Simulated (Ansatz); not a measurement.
Be$_{16}$P: several calculations on one system

Part 1: Relaxation

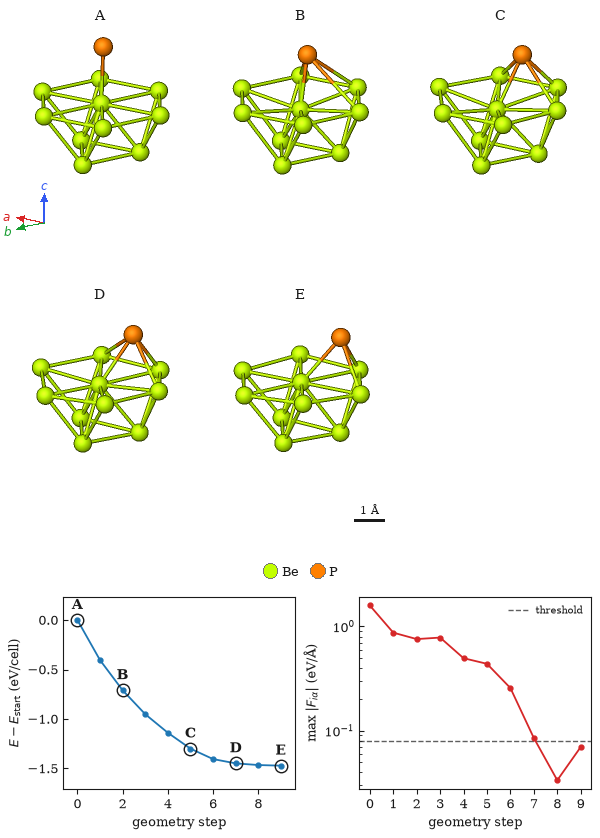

Frames of a constrained relaxation of a slab of composition Be16P, marked on the history of the run. Style: ball-and-stick. Shown: the atoms within 4.2 Å of the atom that moves most (axes of the 2 × 2 repeat of the cell, outlined in the plane, without the vacuum (origin shifted)), from a free direction.

It is P on Be(0001), set down by a guess. The run prepares the start of a later molecular dynamics calculation, from a guessed geometry. 4 atoms are held fixed.

Level of theory: DFT PBE, scalar-relativistic, plane waves, PAW (Ansatz). Settings: plane-wave cutoff 420 eV; k-point mesh 3 × 3 × 1; occupations fermi dirac; smearing width 0.15 eV; no spin polarisation; atoms relaxed in a fixed cell; force threshold 0.08 eV/Å; at most 25 steps.

Describe the path.

After 9 geometry steps the energy has fallen by 1.472 eV per cell of the calculation. Largest force component: 1.6 eV/Å at the start, 0.07 eV/Å at the end. The atom that moves furthest is the P atom (1.35 Å at 72° to the normal (−c side)). By element the largest moves are P 1.35 Å, Be 0.13 Å. The cell stays as it was. Near-neighbour distances that change, for instance: Be–P 3.059 → 2.102 Å, Be–P 3.023 → 2.116 Å, Be–P 2.062 → 2.119 Å, Be–Be 2.229 → 2.278 Å. The run took 48 s on 1 thread of Arm Neoverse V2 (shared host), peak memory 0.43 GiB. From step 0 to 2: the P atom moves most (0.38 Å), energy −0.710 eV per cell of the calculation. From step 2 to 5: the P atom moves most (0.57 Å), energy −0.590 eV per cell of the calculation. From step 5 to 7: the P atom moves most (0.39 Å), energy −0.149 eV per cell of the calculation. From step 7 to 9: the P atom moves most (0.39 Å), energy −23.3 meV per cell of the calculation.

Limits of the set-up: the k-point mesh is coarse for a cell with partly filled bands; the program's low-accuracy preset was used; the periodic images lie only 4.6 Å apart, so the values are limited by the cell's size.

Part 2: Dynamics

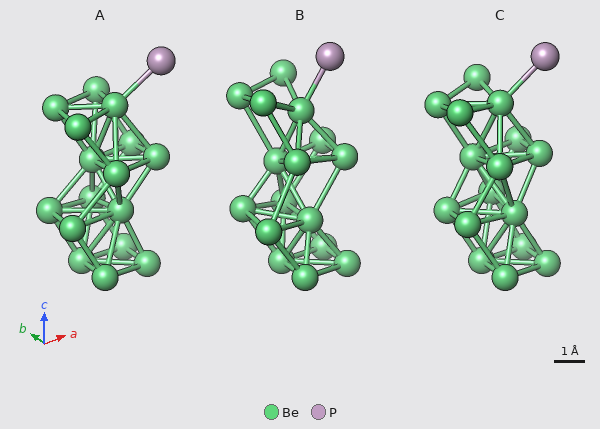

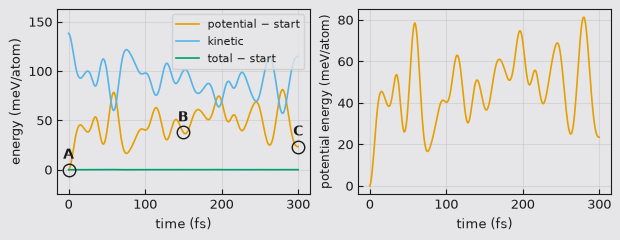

First-principles dynamics of P on Be(0001) (17 atoms in the cell), 300 fs long. It starts from the last geometry of an earlier run, with fresh velocities. Frames (A at 0 fs, B at 150 fs, C at 300 fs) and the history of the run. A ball-and-stick model of the simulation cell, with the vacuum cut short, seen slightly off an axis. Bonds to atoms that aren't drawn are left out.

Method: Ansatz 0.2.0, DFT PBE, scalar-relativistic, plane waves, PAW. Set-up: plane-wave cutoff 420 eV; k-point mesh 3 × 3 × 1; Fermi-Dirac smearing 0.15 eV; low-accuracy preset; 4 atoms held fixed; constant energy (NVE); velocities drawn for 1400 K; time step 1 fs.

What do the frames and curves show?

Answer. The mean temperature in the second half is 872 K (standard deviation 144 K). The potential energy in the second half lies on average 52.3 meV per atom above the first frame. In the second half of the run the atoms are, in the root-mean-square, this far from where they began (common drift taken out): P 1.06 Å, Be 0.70 Å. Against the typical shortest distance between atoms in the first frame, about 2.1 Å these are wide excursions, but the first-neighbour bonds of the start all hold: the network flexes, or its layers or units shift against each other, without breaking.

Limits of the set-up: the k-point mesh is coarse for a cell with partly filled bands; the program's low-accuracy preset was used; the periodic images lie only 4.6 Å apart, so the values are limited by the cell's size.

Cost: 13 min on 1 thread of Arm Neoverse V2 (shared host), peak memory 0.47 GiB.

Part 3: Energy conservation

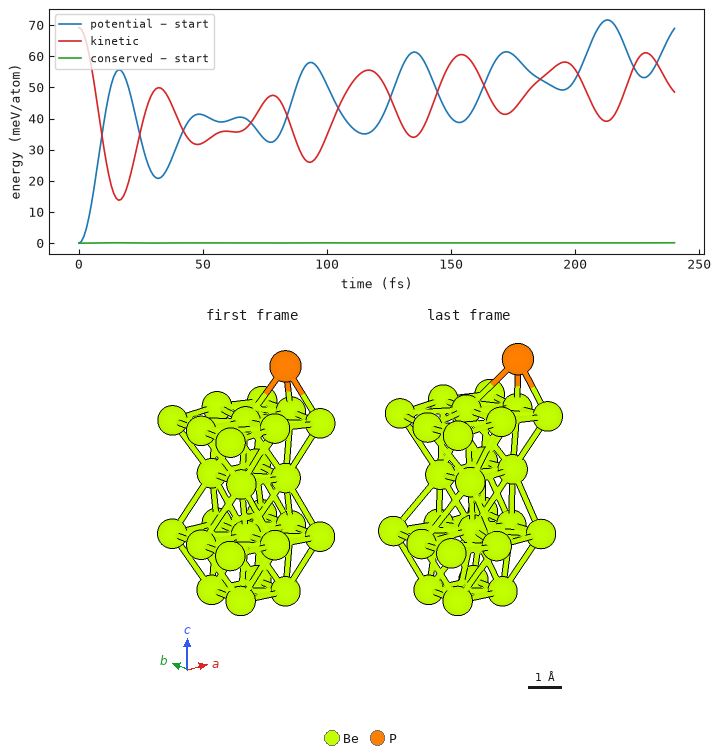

First-principles dynamics of P on Be(0001) (17 atoms in the cell), 240 fs long. A ball-and-stick model of the simulation cell, with the vacuum cut short, seen slightly off an axis. Bonds to atoms that aren't drawn are left out.

Level of theory: DFT PBE, scalar-relativistic, plane waves, PAW (Ansatz 0.2.0). Settings: plane-wave cutoff 420 eV; k-point mesh 3 × 3 × 1; Fermi-Dirac smearing 0.15 eV; low-accuracy preset; 4 atoms held fixed; Nosé-Hoover thermostat (NVT); set temperature 700 K; time step 1 fs; thermostat time 100.0 fs.

**How well is the energy conserved, and can the run be trusted?**

The conserved quantity stays between 0 and 0.13 meV per atom of its start. A straight-line fit has a slope that amounts to +0.053 meV per atom over 240 fs (0.1 % of the mean kinetic energy), and the ripple about it is 0.2 % of the kinetic energy's fluctuation. With a drift under 2 % and a ripple under 7 %, the integration is accurate. Over the second half the temperature averages 501 K (spread ±77 K). The potential energy in the second half lies on average 54.9 meV per atom above the first frame.

Limits of the set-up: the k-point mesh is coarse for a cell with partly filled bands; the program's low-accuracy preset was used; the periodic images lie only 4.6 Å apart, so the values are limited by the cell's size.
